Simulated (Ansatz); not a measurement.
**C2H9NO2Si: molecular dynamics**

The plan is to follow the molecule's vibrations and see whether its bonds hold. The start is relaxed first. Runs: 40 steps of 2.5 fs at constant energy, with velocities drawn for 500 K. SMILES of the start: N[SiH2]COCO.

Method: RKS CAM-B3LYP-D4/STO-3G, in Ansatz 0.2.0.

## 1. Starting point

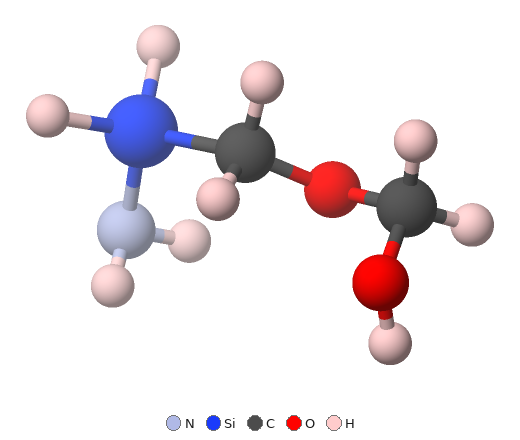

Start, viewed from a chosen angle; nitrogen light blue, silicon blue, carbon dark grey, oxygen red, hydrogen pink.

Structure file:

```xyz
15

N    -2.1891    0.9073    1.0263
Si   -0.6497    1.5670    1.0417
C     0.5367    0.3440    0.2699
O     0.2130   -0.2636   -0.9474
C     1.1033   -1.1932   -1.4626
O     1.1458   -2.3264   -0.6367
H    -2.4317    0.7128    0.0539
H    -2.2235    0.0912    1.5197
H    -0.6682    2.8457    0.3074
H    -0.3036    1.8433    2.4798
H     1.5056    0.8665    0.1265
H     0.7676   -0.4346    1.0440
H     0.7686   -1.4474   -2.4776
H     2.0686   -0.7146   -1.4682
H     0.3348   -2.8487   -0.8473
```

## 2. Relaxing the start

input.yaml

```yaml
crystal:
  periodic: [false, false, false]
  atoms:
    - { symbol: "N", position_ang: [-2.1891, 0.9073, 1.0263] }
    - { symbol: Si, position_ang: [-0.6497, 1.567, 1.0417] }
    - { symbol: C, position_ang: [0.5367, 0.344, 0.2699] }
    - { symbol: O, position_ang: [0.213, -0.2636, -0.9474] }
    - { symbol: C, position_ang: [1.1033, -1.1932, -1.4626] }
    - { symbol: O, position_ang: [1.1458, -2.3264, -0.6367] }
    - { symbol: H, position_ang: [-2.4317, 0.7128, 0.0539] }
    - { symbol: H, position_ang: [-2.2235, 0.0912, 1.5197] }
    - { symbol: H, position_ang: [-0.6682, 2.8457, 0.3074] }
    - { symbol: H, position_ang: [-0.3036, 1.8433, 2.4798] }
    - { symbol: H, position_ang: [1.5056, 0.8665, 0.1265] }
    - { symbol: H, position_ang: [0.7676, -0.4346, 1.044] }
    - { symbol: H, position_ang: [0.7686, -1.4474, -2.4776] }
    - { symbol: H, position_ang: [2.0686, -0.7146, -1.4682] }
    - { symbol: H, position_ang: [0.3348, -2.8487, -0.8473] }
basis:
  gaussian: { orbitals: STO-3G }
hamiltonian:
  xc: cam_b3lyp
  dispersion: d4
relax:
  f_tol: 0.02
  max_steps: 40
```

Launch:

```sh
$ ansatz run input.yaml --threads 1 --pin off --max-ram 2048MiB --backend cpu --events-out ev --progress --plain --runs-dir out
```

Further steps of the session: The run.

Before running it: what results should come out? Wanted: relaxation of the start; temperature, first and last step; temperature, second half; potential energy, second half; largest change of the total energy; bonds formed or broken.

The runs gave:

| quantity | value |
| --- | --- |
| relaxation of the start | 7 moves, 1.178 eV lower |
| length | 40 steps of 2.5 fs |
| temperature, first and last step | 500 and 377458 K |
| temperature, second half | mean 377367 K, from 376976 to 377813 K |
| potential energy, second half | +2423 meV/atom from the start |
| largest change of the total energy | 44663.79 meV/atom |
| bonds formed or broken | 4 |

What this shows: The temperature runs away to 383047 K: the integration has become unstable, and nothing after that is physical. 100 fs on 15 atoms is far too short and small for converged averages. The nuclei move classically, without zero-point motion, which matters most for hydrogen. The basis is very small, so the numbers are rough.
